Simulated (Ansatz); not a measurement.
## Electronic structure of C$_{2}$H$_{8}$MoN$_{2}$O in real space

Input

```
crystal:
  periodic: [false, false, false]
  atoms:
    - {symbol: C, position_ang: [-0.831652, -1.920177, 1.325874]}
    - {symbol: N, position_ang: [-0.545883, -0.835446, 0.454824]}
    - {symbol: Mo, position_ang: [0.134299, 0.724163, 0.142695]}
    - {symbol: C, position_ang: [1.700133, 0.327343, -1.228555]}
    - {symbol: N, position_ang: [-1.197197, 1.828377, -0.729524]}
    - {symbol: O, position_ang: [0.837924, 1.405107, 1.515695]}
    - {symbol: H, position_ang: [-0.389397, -2.840774, 0.930017]}
    - {symbol: H, position_ang: [-0.440481, -1.752491, 2.335644]}
    - {symbol: H, position_ang: [-1.913854, -2.076821, 1.391698]}
    - {symbol: H, position_ang: [2.187190, 1.267707, -1.502914]}
    - {symbol: H, position_ang: [2.441926, -0.336145, -0.778461]}
    - {symbol: H, position_ang: [1.298412, -0.149466, -2.125352]}
    - {symbol: H, position_ang: [-2.083984, 1.495792, -1.076794]}
    - {symbol: H, position_ang: [-1.210536, 2.833629, -0.625946]}
basis:
  gaussian: {orbitals: def2-TZVPP}
hamiltonian: {xc: pbe0, dispersion: d4}
output: {orbitals: {seedname: orbitals}}
```

Launched as:

```sh
ansatz run in.yaml --threads 4 --pin off --events-out ev --progress --plain --max-ram 11315MiB
```

Geometry: PBE0-D4/def2-TZVP; core potentials replace the inner electrons of Mo.

Level of theory: RKS PBE0-D4/def2-TZVPP (Ansatz 0.2.0).

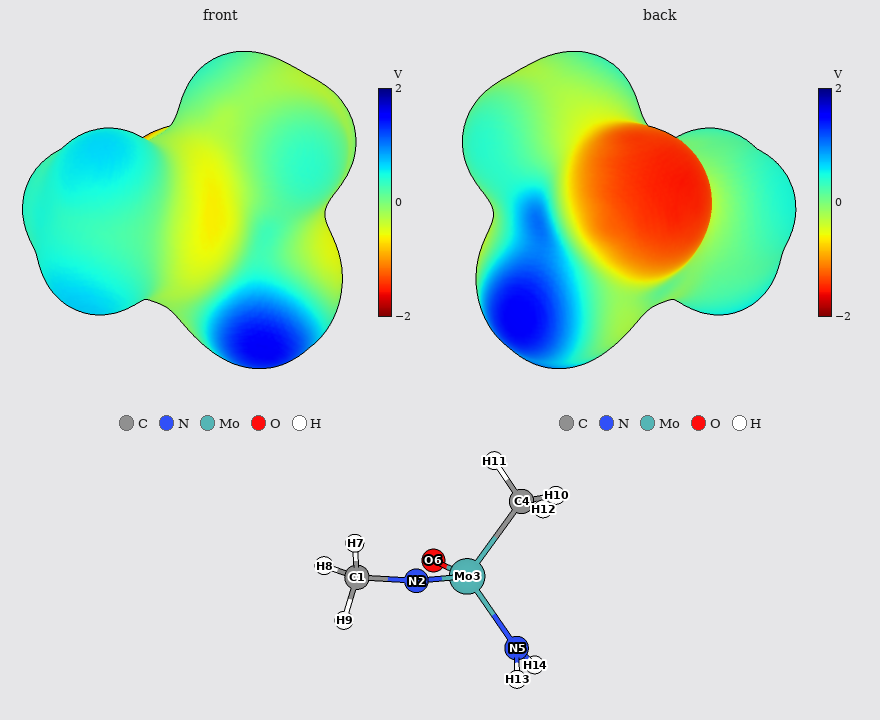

Figure 1. The molecular electrostatic potential painted on the density surface at 0.001 e/bohr³, seen from the front and from behind; red is negative and blue positive. The bare structure is drawn below in the same view.

### Describe the electrostatic potential map.

The most negative region (about −1.5 V) lies over O6, the most positive (about +1.5 V) over H13 and H14. O6 is the likeliest acceptor of a hydrogen bond.

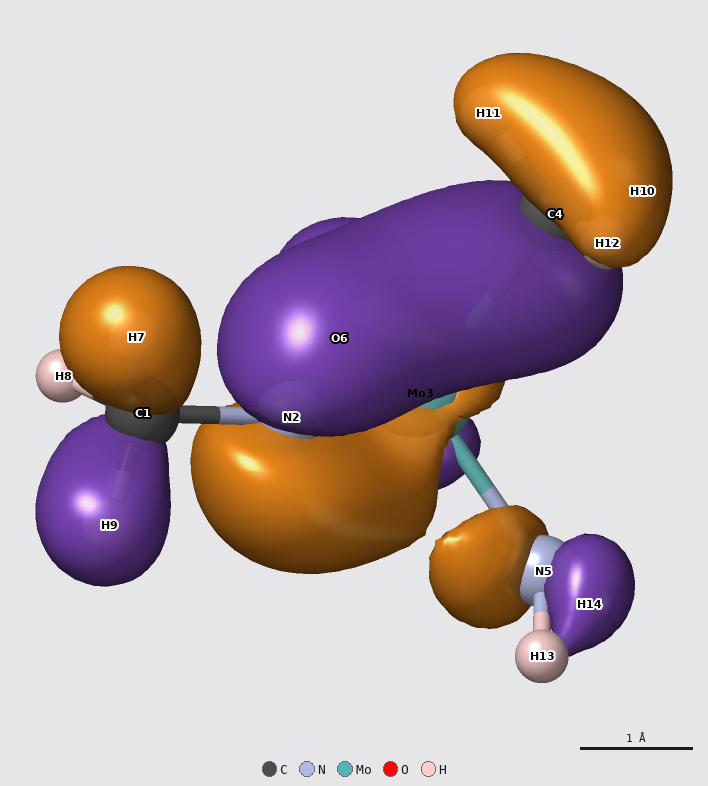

Figure 2. The HOMO−1 at ±0.1 Å⁻³ᐟ² (orange and purple are the two phases), seen at a tilt.

### What is the character of this orbital?

It lies mainly on N2 (about 30 %), Mo3 (about 20 %), C4 (about 15 %), O6 (about 10 %) and C1 (about 5 %). Its energy is −7.60 eV.

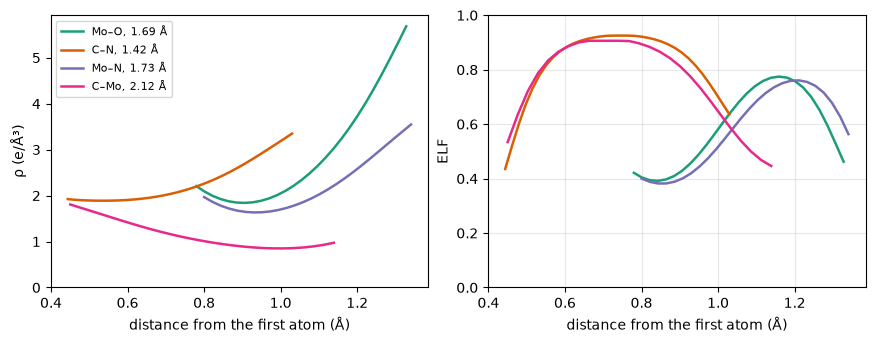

Figure 3. Electron density and electron localisation function along straight lines between neighbouring atoms. The curves leave out the atomic cores.

### What can be read from the curves?

Mo–O (1.69 Å): ρ is about 1.9 e/Å³ halfway; the ELF peaks at about 0.75 in the valence shell of O, 0.5 Å from its nucleus, and drops to about 0.40 between the two atoms.
C–N (1.42 Å): ρ at the midpoint is about 2 e/Å³; the ELF peaks at about 0.95 between the atoms: localised, covalent bonding.
Mo–N (1.73 Å): ρ is about 1.7 e/Å³ halfway; the ELF peaks at about 0.75 in the valence shell of N, 0.5 Å from its nucleus, and drops to about 0.40 between the two atoms.
C–Mo (2.12 Å): ρ at the midpoint is about 0.87 e/Å³; the ELF peaks at about 0.90 in the valence shell of C, 0.7 Å from its nucleus, and is about 0.55 at the midpoint.

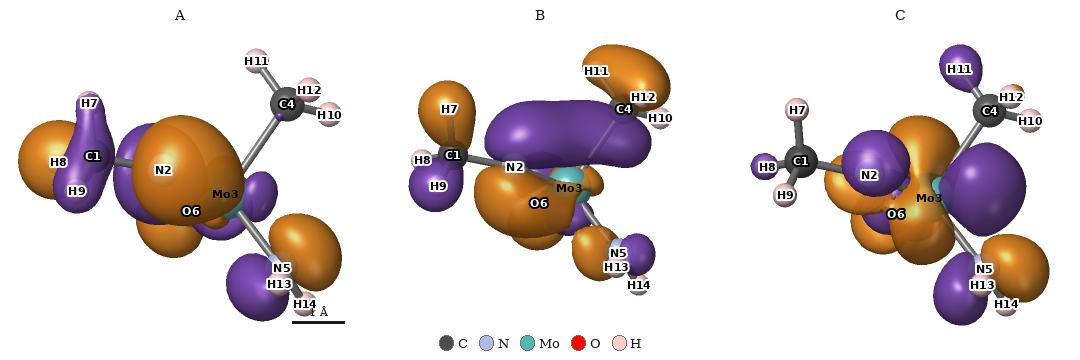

Figure 4. Three frontier orbitals at ±0.1 Å⁻³ᐟ² (orange and purple are the two phases), in no order.

### Which picture is the HOMO−1, the HOMO and the LUMO?

B is the HOMO−1 (−7.60 eV). It lies mainly on N2 (about 30 %), Mo3 (about 20 %), C4 (about 15 %), O6 (about 10 %) and C1 (about 5 %). A is the HOMO (−7.25 eV). By Hirshfeld shares it lies mainly on N2 (about 40 %), O6 (about 15 %), Mo3 (about 15 %), N5 (about 10 %) and C1 (about 10 %). C is the LUMO (−1.36 eV). Its weight (Hirshfeld) is mainly on Mo3 (about 55 %), N5 (about 10 %), O6 (about 10 %) and N2 (about 10 %).

### What is the HOMO–LUMO gap?

5.89 eV between the orbital energies.
